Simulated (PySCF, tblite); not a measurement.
# AlH₆NO₃Si, a small molecule taken as a stand-in for a surface group (alumina monomer): NMR shifts, core binding energies and electronic excitations, part 2 of 2

tblite 0.8.0 and PySCF 2.14.0. Atoms count from 0, parts from 1.

### 5 Core holes by ΔSCF: SCAN, X2C

What the job is given:

```
{"job": {"kind": "xps", "holes": 5}, "charge": 0, "multiplicity": 1}
O      2.091960     0.410909     2.290100
Al     0.686349     0.359624     1.345604
O     -0.790417    -0.033826     2.083422
O      0.707637     0.679772    -0.317584
Si    -0.196031     0.352733    -1.670727
N     -1.283663    -0.972057    -1.494179
H      2.958764     0.641120     1.953149
H     -0.865166    -0.196331     3.025163
H     -0.991820     1.571754    -1.991459
H      0.735127    -0.003415    -2.779072
H     -2.059481    -0.913902    -0.842908
H     -0.951472    -1.925564    -1.580464
```

With the program's defaults for keys left out, this is: delta-SCF UKS SCAN, pcX-2 on the ionised atom, pcseg-1 elsewhere, spin-free X2C.

What it wrote:

```text
ground state, core basis on atom 0 (O), 153 functions
  cycle   1  E = -816.80486703  |g| = 1.42e+00
  cycle   2  E = -815.81547483  |g| = 2.63e+00
  cycle   3  E = -817.16810838  |g| = 2.03e-01
  cycle   4  E = -817.17218401  |g| = 1.44e-01
  cycle   5  E = -817.17645085  |g| = 2.49e-02
  cycle   6  E = -817.17651695  |g| = 1.71e-02
  cycle   7  E = -817.17657183  |g| = 3.86e-03
  cycle   8  E = -817.17657574  |g| = 1.27e-03
  cycle   9  E = -817.17657532  |g| = 2.57e-04
  E(ground) = -817.25145659 Eh
hole in O 1s of atom 0
  cycle   1  E = -796.58802508  |g| = 2.22e+00
  cycle   2  E = -794.35438311  |g| = 2.52e+00
  cycle   3  E = -796.89395247  |g| = 1.04e+00
  cycle   4  E = -797.34223726  |g| = 3.64e-01
  cycle   5  E = -797.38292584  |g| = 1.76e-01
  cycle   6  E = -797.39096301  |g| = 1.10e-01
  cycle   7  E = -797.39576494  |g| = 1.48e-02
  cycle   8  E = -797.39586557  |g| = 3.82e-03
  cycle   9  E = -797.39587301  |g| = 1.62e-03
  cycle  10  E = -797.39587481  |g| = 1.20e-03
  cycle  11  E = -797.39587516  |g| = 1.83e-04
  E(ion) = -797.47173802 Eh   <S^2> = 0.7613   hole on atom = 1.000   binding energy = 538.234 eV
ground state, core basis on atom 1 (Al), 164 functions
  cycle   1  E = -817.22951825  |g| = 2.51e-01
  cycle   2  E = -817.22833423  |g| = 1.17e-01
  cycle   3  E = -817.22757138  |g| = 1.27e-01
  cycle   4  E = -817.23056076  |g| = 1.99e-02
  cycle   5  E = -817.23061944  |g| = 4.91e-03
  cycle   6  E = -817.23061900  |g| = 5.37e-04
  cycle   7  E = -817.23062302  |g| = 2.75e-04
  E(ground) = -817.27223056 Eh
hole in Al 2p of atom 1
  cycle   1  E = -813.97918077  |g| = 1.08e+00
  cycle   2  E = -812.78260423  |g| = 1.43e+00
  cycle   3  E = -813.91113127  |g| = 8.13e-01
  cycle   4  E = -814.20987324  |g| = 1.86e-01
  cycle   5  E = -814.22531197  |g| = 1.52e-01
  cycle   6  E = -814.23368939  |g| = 5.82e-02
  cycle   7  E = -814.23494335  |g| = 1.91e-02
  cycle   8  E = -814.23508396  |g| = 8.95e-03
  cycle   9  E = -814.23511373  |g| = 1.56e-03
  cycle  10  E = -814.23511428  |g| = 7.33e-04
  cycle  11  E = -814.23511485  |g| = 4.48e-04
  E(ion) = -814.28259026 Eh   <S^2> = 0.7532   hole on atom = 1.004   binding energy = 81.352 eV
  2p3/2 = 80.953 eV   2p1/2 = 81.475 eV
ground state, core basis on atom 2 (O), 153 functions
  cycle   1  E = -817.17556749  |g| = 1.01e-01
  cycle   2  E = -817.17478019  |g| = 7.94e-02
  cycle   3  E = -817.17521076  |g| = 6.22e-02
  cycle   4  E = -817.17590079  |g| = 3.69e-03
  cycle   5  E = -817.17590306  |g| = 1.81e-03
  cycle   6  E = -817.17590325  |g| = 2.83e-04
  E(ground) = -817.25202127 Eh
hole in O 1s of atom 2
  cycle   1  E = -796.58666806  |g| = 2.22e+00
  cycle   2  E = -794.48536916  |g| = 2.49e+00
  cycle   3  E = -796.94352088  |g| = 9.96e-01
  cycle   4  E = -797.34313389  |g| = 3.50e-01
  cycle   5  E = -797.38712488  |g| = 1.09e-01
  cycle   6  E = -797.39167217  |g| = 4.87e-02
  cycle   7  E = -797.39253554  |g| = 2.29e-02
  cycle   8  E = -797.39273385  |g| = 4.76e-03
  cycle   9  E = -797.39274180  |g| = 2.85e-03
  cycle  10  E = -797.39274283  |g| = 1.04e-03
  cycle  11  E = -797.39274441  |g| = 1.81e-04
  E(ion) = -797.47097266 Eh   <S^2> = 0.7616   hole on atom = 1.000   binding energy = 538.270 eV
ground state, core basis on atom 3 (O), 153 functions
  cycle   1  E = -817.17674458  |g| = 1.28e-01
  cycle   2  E = -817.17178281  |g| = 1.89e-01
  cycle   3  E = -817.17793733  |g| = 4.33e-02
  cycle   4  E = -817.17822990  |g| = 1.44e-02
  cycle   5  E = -817.17826950  |g| = 2.46e-03
  cycle   6  E = -817.17827325  |g| = 4.59e-04
  E(ground) = -817.25425427 Eh
hole in O 1s of atom 3
  cycle   1  E = -796.59914720  |g| = 2.23e+00
  cycle   2  E = -796.05448461  |g| = 2.25e+00
  cycle   3  E = -797.32064039  |g| = 5.41e-01
  cycle   4  E = -797.33998606  |g| = 4.53e-01
  cycle   5  E = -797.43158753  |g| = 6.18e-02
  cycle   6  E = -797.43232591  |g| = 4.40e-02
  cycle   7  E = -797.43310332  |g| = 6.19e-03
  cycle   8  E = -797.43311906  |g| = 1.86e-03
  cycle   9  E = -797.43311953  |g| = 1.46e-03
  cycle  10  E = -797.43311978  |g| = 3.12e-04
  E(ion) = -797.50915630 Eh   <S^2> = 0.7624   hole on atom = 1.000   binding energy = 537.291 eV
ground state, core basis on atom 4 (Si), 164 functions
  cycle   1  E = -817.24628781  |g| = 3.11e-01
  cycle   2  E = -817.23980173  |g| = 2.22e-01
  cycle   3  E = -817.24145089  |g| = 1.96e-01
  cycle   4  E = -817.24875927  |g| = 2.26e-02
  cycle   5  E = -817.24884534  |g| = 5.87e-03
  cycle   6  E = -817.24885158  |g| = 1.15e-03
  cycle   7  E = -817.24885038  |g| = 3.02e-04
  E(ground) = -817.28609124 Eh
hole in Si 2p of atom 4
  cycle   1  E = -812.97375935  |g| = 1.24e+00
  cycle   2  E = -812.88568124  |g| = 1.08e+00
  cycle   3  E = -813.23853964  |g| = 3.22e-01
  cycle   4  E = -813.28232091  |g| = 1.19e-01
  cycle   5  E = -813.28737540  |g| = 3.75e-02
  cycle   6  E = -813.28793579  |g| = 1.56e-02
  cycle   7  E = -813.28801382  |g| = 6.95e-03
  cycle   8  E = -813.28803521  |g| = 9.42e-04
  cycle   9  E = -813.28803527  |g| = 7.28e-04
  cycle  10  E = -813.28803556  |g| = 1.15e-04
  E(ion) = -813.33685410 Eh   <S^2> = 0.7512   hole on atom = 1.003   binding energy = 107.464 eV
  2p3/2 = 107.237 eV   2p1/2 = 107.861 eV
```

Run time: 39 s. Hardware: 1 thread of Arm Neoverse V1, shared host; peak memory 0.61 GiB.

Binding energies by hole, beside the orbital energy of the ground state; the difference holds orbital relaxation and, for a density functional, its self-interaction error:

| hole | stands for | environment | ΔSCF (eV; 2p as the shell's mean) | −ε (eV) | ⟨S²⟩ |
| --- | --- | --- | --- | --- | --- |
| O1s on O0 | O0 | oxygen bonded to Al, H | 538.23 | 516.2 | 0.761 |
| Al2p on Al1 | Al1 | aluminium bonded to 3 O | 81.13 | 70.7 | 0.753 |
| O1s on O2 | O2 | oxygen bonded to Al, H | 538.27 | 516.2 | 0.762 |
| O1s on O3 | O3 | oxygen bonded to Al, Si | 537.29 | 515.9 | 0.762 |
| Si2p on Si4 | Si4 | silicon bonded to N, O, 2 H | 107.45 | 96.4 | 0.751 |

With the spin-orbit splitting: Al1 2p3/2 80.95, 2p1/2 81.47 eV; Si4 2p3/2 107.24, 2p1/2 107.86 eV. The table gives each 2p level as the mean over the whole 2p shell (two parts 2p3/2, one part 2p1/2), which differs a little from the single hole in the log.

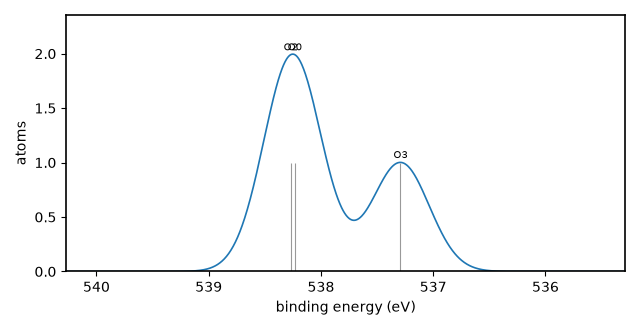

The O1s photoelectron lines, weighted by the number of atoms. Lines are broadened to a width of 0.60 eV (Gaussian).

### 6 TDDFT and polarisability: CAM-B3LYP/def2-SVPD

The job, as its differences from that of step 5:

```diff
@@ -1,2 +1,2 @@
-{"job": {"kind": "xps", "holes": 5}, "charge": 0, "multiplicity": 1}
+{"job": {"kind": "uv", "xc": "CAM-B3LYP", "basis": "def2-SVPD", "nstates": 6, "ntriplets": 2, "ip": true}, "charge": 0, "multiplicity": 1}
 O      2.091960     0.410909     2.290100
```

With the program's defaults for keys left out, this is: TDDFT CAM-B3LYP/def2-SVPD, vertical, gas phase, core orbitals frozen in the response.

What it wrote:

```text
coarse grid: 11288 points
cycle   1  E = -815.3517110373  dE =  4.550e-01  |g| = 1.234e+00  |ddm| = 4.600e+00
cycle   2  E = -815.1171040216  dE =  2.346e-01  |g| = 1.685e+00  |ddm| = 4.966e+00
cycle   3  E = -815.6440320199  dE = -5.269e-01  |g| = 8.162e-02  |ddm| = 2.649e+00
cycle   4  E = -815.6448262189  dE = -7.942e-04  |g| = 5.686e-02  |ddm| = 2.343e-01
cycle   5  E = -815.6454750148  dE = -6.488e-04  |g| = 9.641e-03  |ddm| = 1.015e-01
cycle   6  E = -815.6454915692  dE = -1.655e-05  |g| = 4.237e-03  |ddm| = 3.110e-02
cycle   7  E = -815.6454951300  dE = -3.561e-06  |g| = 9.691e-04  |ddm| = 5.167e-03
final grid: 100664 points
cycle   8  E = -815.7730878398  dE = -2.022e-05  |g| = 3.330e-03  |ddm| = 3.944e-02
cycle   9  E = -815.7730869600  dE =  8.798e-07  |g| = 4.054e-03  |ddm| = 1.056e-02
cycle  10  E = -815.7730903129  dE = -3.353e-06  |g| = 2.045e-04  |ddm| = 6.031e-03
cycle  11  E = -815.7730903177  dE = -4.849e-09  |g| = 2.123e-04  |ddm| = 6.805e-04
cycle  12  E = -815.7730903262  dE = -8.488e-09  |g| = 2.285e-05  |ddm| = 2.970e-04
cycle  13  E = -815.7730903264  dE = -1.548e-10  |g| = 1.134e-05  |ddm| = 5.890e-05
converged SCF energy = -815.7730903264

Static polarisability (au): isotropic 65.892, principal 59.413 65.500 72.762

Singlet excitations
state   eV       nm        f      main configurations
  1   6.4133    193.3   0.07292   H->L 0.73, H->L+1 0.21
  2   6.9661    178.0   0.00148   H-1->L 0.79
  3   7.1176    174.2   0.00220   H-2->L 0.75, H->L+1 0.11
  4   7.1839    172.6   0.00713   H->L+1 0.48, H-2->L 0.15, H->L 0.15
  5   7.7359    160.3   0.06230   H-3->L 0.48, H-4->L 0.23
  6   7.8481    158.0   0.04056   H-5->L 0.73

Triplet excitations (Tamm-Dancoff, eV): 6.0997 6.7455
Vertical ionisation energy (delta-SCF) = 10.0551 eV
Vertical electron affinity (delta-SCF) = -0.3954 eV
```

Wall time 2.2 min (1 thread of Arm Neoverse V1, shared host); peak memory 0.96 GiB.

Frontier orbitals and where they lie:

| orbital | eV | atoms |
| --- | --- | --- |
| HOMO−3 | -11.06 | O3 34 %, O0 15 %, Si4 12 % |
| HOMO−2 | -10.76 | O2 46 %, O0 40 %, Al1 7 % |
| HOMO−1 | -9.97 | O3 35 %, Si4 24 %, H8 17 % |
| HOMO | -9.07 | N5 67 %, O3 10 %, Si4 7 % |
| LUMO | -0.17 | Al1 62 %, O0 9 %, O2 8 % |
| LUMO+1 | 1.35 | Si4 22 %, H11 14 %, N5 10 % |
| LUMO+2 | 1.63 | O2 28 %, O0 17 %, Al1 14 % |

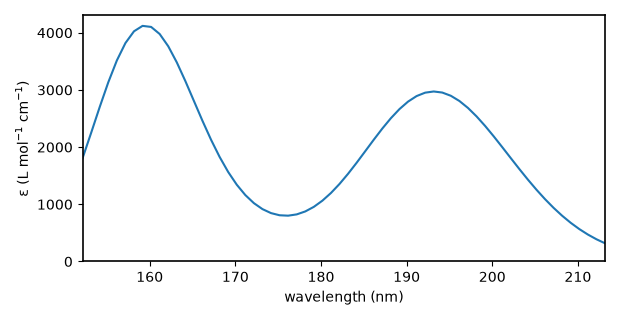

Absorption spectrum: each of the 6 states is a Gaussian band of 0.4 eV half-width at 1/e. Beyond the last state computed it falls off for lack of states.

Further results of this job:

| property | computed |
| --- | --- |
| dipole moment (D) | 1.45 |
| polarisability (Å³) | 9.76 |
| HOMO–LUMO gap (eV) | 8.90 |
| −ε(HOMO) (eV) | 9.07 |

### 7 Results

What follows sums up all 2 parts.

| quantity | value |
| --- | --- |
| point group | C1 |
| rotational constants (main isotopes) | 4.28, 1.26, 1.04 GHz |
| $^{1}$H shifts against TMS (PBE0/pcSseg-1) | 4.80, 4.65, 1.36, 1.28, 1.24, 1.10 ppm |
| $^{17}$O shifts against H2O (PBE0/pcSseg-1) | 78.5, 10.3, 5.3 ppm |
| $^{27}$Al shifts against AlH4- (PBE0/pcSseg-1) | 15.4 ppm |
| $^{29}$Si shifts against TMS (PBE0/pcSseg-1) | -36.0 ppm |
| $^{15}$N shifts against NH3 (PBE0/pcSseg-1) | 40.9 ppm |
| O1s binding energies, SCAN/pcX-2 | O2 538.27, O0 538.23, O3 537.29 eV |
| Al2p binding energies, SCAN/pcX-2 | Al1 81.13 eV |
| Si2p binding energies, SCAN/pcX-2 | Si4 107.45 eV |
| lowest singlet (CAM-B3LYP/def2-SVPD) | 6.41 eV (193 nm), f = 0.073 |
| lowest triplet | 6.10 eV |
| vertical ionisation energy (ΔSCF) | 10.06 eV |
| vertical electron affinity (ΔSCF) | -0.40 eV (unbound: the value hangs on the basis) |

The start of the PBE0/def2-SVP relaxation was shaken at random by about 0.01 Å, so part of the energy gained, and of the first lengths quoted, undoes that. Over 17 steps the energy fell by 0.272 eV; of the close pairs, Si4–H9 changed most, 1.452 to 1.491 Å (PBE0/def2-SVP). No frequency check was run at this level, so the end point may be a saddle. At PBE0/pcSseg-1: Shielding is most anisotropic at Al1 (span 107 ppm, paramagnetic term -324 ppm). At SCAN/pcX-2: The O1s levels kept as sound span 0.98 eV, from O3 (oxygen bonded to Al, Si) up to O2 (oxygen bonded to Al, H). The first singlet state (HOMO→LUMO 0.73, HOMO→LUMO+1 0.21) lies at 6.41 eV and is bright. The lowest triplet lies 0.31 eV below the lowest singlet (triplets in Tamm-Dancoff, singlets in full TDDFT). The orbital energy would give 9.07 eV for ionisation, ΔSCF gives 10.06 eV. A capped cluster stands for the solid here, so long-range fields and strain are missing, and bands or shifts of the capping hydrogens have no counterpart in it.
